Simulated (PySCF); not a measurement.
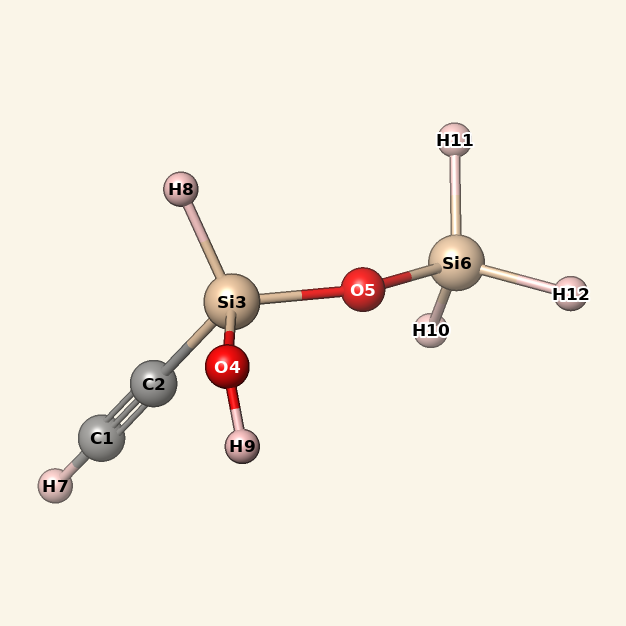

Depth is shown by fading: the farther an atom, the more it takes the colour of the background. The geometry was computed by an optimisation with PBE0-D3(BJ)/def2-SVP. No frequency run is at hand to confirm it as a minimum.

Find the stereocentres and stereogenic double bonds.

Centres: Si3.

Assign CIP descriptors.

Si3: S (priorities O5 > O4 > C2 > H8).

Write the isomeric SMILES.

C#C[Si@@H](O)O[SiH3]
